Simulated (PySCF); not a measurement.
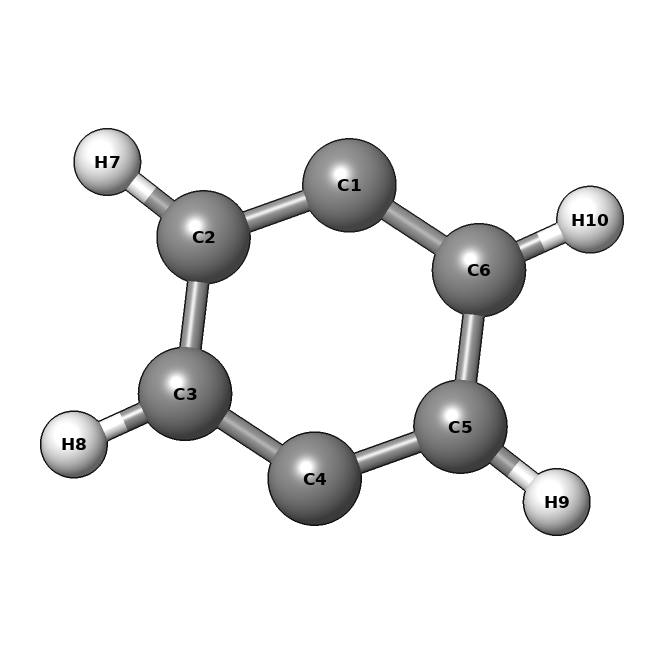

Charge 0, triplet. Computed geometry: GFN2-xTB optimisation. No frequency run is at hand to confirm it as a minimum. Properties computed with UKS B3LYP, pcH-1 on C H, non-relativistic (PySCF 2.14.0).

Give the isotropic hyperfine couplings (Fermi-contact term alone) of C1, C2, C3, C4, C5, C6, H7, H8, H9, H10.

```json
{"atom": "C1", "isotope": "13C", "a_iso (MHz)": "193.9"}
{"atom": "C2", "isotope": "13C", "a_iso (MHz)": "37.1"}
{"atom": "C3", "isotope": "13C", "a_iso (MHz)": "37.1"}
{"atom": "C4", "isotope": "13C", "a_iso (MHz)": "193.8"}
{"atom": "C5", "isotope": "13C", "a_iso (MHz)": "37.1"}
{"atom": "C6", "isotope": "13C", "a_iso (MHz)": "37.1"}
{"atom": "H7", "isotope": "1H", "a_iso (MHz)": "33.3"}
{"atom": "H8", "isotope": "1H", "a_iso (MHz)": "33.3"}
{"atom": "H9", "isotope": "1H", "a_iso (MHz)": "33.3"}
{"atom": "H10", "isotope": "1H", "a_iso (MHz)": "33.3"}
```

The spin state was imposed, and no run here compares it with a lower spin, which may lie lower.
